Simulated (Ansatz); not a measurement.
Potential energy curve for MgO, singlet.

Computed with: RKS-CAM-B3LYP = Ansatz (an electronic-structure program) with restricted CAM-B3LYP/cc-pVDZ; RKS-PBE = restricted PBE/cc-pVDZ run with Ansatz; UKS-PBE = Ansatz with unrestricted PBE/cc-pVDZ; FCI = full CI/cc-pVDZ, frozen core (Ansatz).

Cost and accuracy over the 9 points of the scan, with FCI as yardstick. Costs are rough ratios of core time within Ansatz on shared cores, each with its mean field (Kohn-Sham runs search longer for lower solutions than correlated ones do); the miss is the largest error against full CI of the curve after the mean shift, in kcal/mol.

Which is the cheapest of these levels that stays within 4.2 kcal/mol of FCI?

UKS-PBE.

Which of them comes closest to FCI within 3 times the cost of the cheapest?

RKS-PBE, 4.4 kcal/mol off at most.

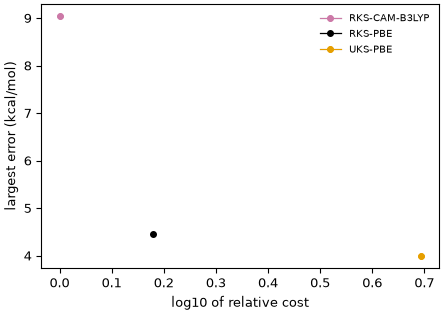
*Miss against cost, one point a level.*

| level | relative cost | largest error |
|---|---|---|
| RKS-CAM-B3LYP | 1 | 9.0 |
| RKS-PBE | 2 | 4.4 |
| UKS-PBE | 5 | 4.0 |

Costs within a factor of two of each other count as equal.

The scan ran from 1.39 to 6.86 Å; beyond the distances shown full CI changes its symmetry label. The restricted form behind RKS-CAM-B3LYP, RKS-PBE keeps the bonding electrons paired and can't separate into open-shell fragments. The unrestricted determinant behind UKS-PBE is spin-contaminated at 1.39 to 1.90 Å (<S²> up to 0.5, against 0.00 for a pure singlet). Also computed but left out beside FCI, since their determinant holds another spin at the minimum (<S²> over 0.7 above the pure value): UHF, UHF/6-31G*.
